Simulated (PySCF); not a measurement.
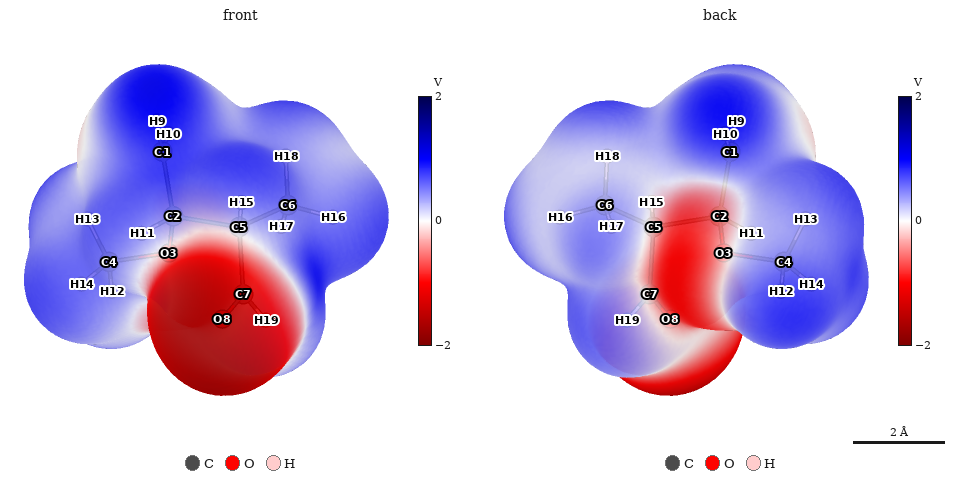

C6H11O2 (doublet). The electrostatic potential painted on the density surface at 0.002 e/bohr³, seen from the front and from behind; the colour scale runs from red (negative) to blue (positive).

Geometry: GFN2-xTB.

Theory: UKS B3LYP, pcH-1 on C H O, non-relativistic, mean-field spin-orbit, GIAO in PySCF.

```json
{"atom": "C", "x (Å)": "0.6100", "y (Å)": "1.6531", "z (Å)": "0.5716"}
{"atom": "C", "x (Å)": "0.3652", "y (Å)": "0.4846", "z (Å)": "-0.2743"}
{"atom": "O", "x (Å)": "0.9585", "y (Å)": "-0.7021", "z (Å)": "0.2143"}
{"atom": "C", "x (Å)": "2.3518", "y (Å)": "-0.7433", "z (Å)": "0.0407"}
{"atom": "C", "x (Å)": "-1.1836", "y (Å)": "0.1863", "z (Å)": "-0.3962"}
{"atom": "C", "x (Å)": "-1.8015", "y (Å)": "-0.0950", "z (Å)": "0.9645"}
{"atom": "C", "x (Å)": "-1.2907", "y (Å)": "-0.9896", "z (Å)": "-1.3256"}
{"atom": "O", "x (Å)": "-1.2301", "y (Å)": "-0.9166", "z (Å)": "-2.5228"}
{"atom": "H", "x (Å)": "0.3593", "y (Å)": "2.6317", "z (Å)": "0.2128"}
{"atom": "H", "x (Å)": "0.8743", "y (Å)": "1.5224", "z (Å)": "1.6026"}
{"atom": "H", "x (Å)": "0.7087", "y (Å)": "0.6784", "z (Å)": "-1.3087"}
{"atom": "H", "x (Å)": "2.6818", "y (Å)": "-1.7035", "z (Å)": "0.4321"}
{"atom": "H", "x (Å)": "2.8500", "y (Å)": "0.0667", "z (Å)": "0.5849"}
{"atom": "H", "x (Å)": "2.6183", "y (Å)": "-0.6703", "z (Å)": "-1.0212"}
{"atom": "H", "x (Å)": "-1.6359", "y (Å)": "1.0629", "z (Å)": "-0.8681"}
{"atom": "H", "x (Å)": "-2.8404", "y (Å)": "-0.3966", "z (Å)": "0.8486"}
{"atom": "H", "x (Å)": "-1.2537", "y (Å)": "-0.8926", "z (Å)": "1.4589"}
{"atom": "H", "x (Å)": "-1.7640", "y (Å)": "0.7945", "z (Å)": "1.5884"}
{"atom": "H", "x (Å)": "-1.3877", "y (Å)": "-1.9619", "z (Å)": "-0.8101"}
```

Q: Describe the electrostatic potential map.

A: The most negative region (about −1.7 V) lies over O8, the most positive (about +1.0 V) over H9. O8 is the likeliest acceptor of a hydrogen bond.
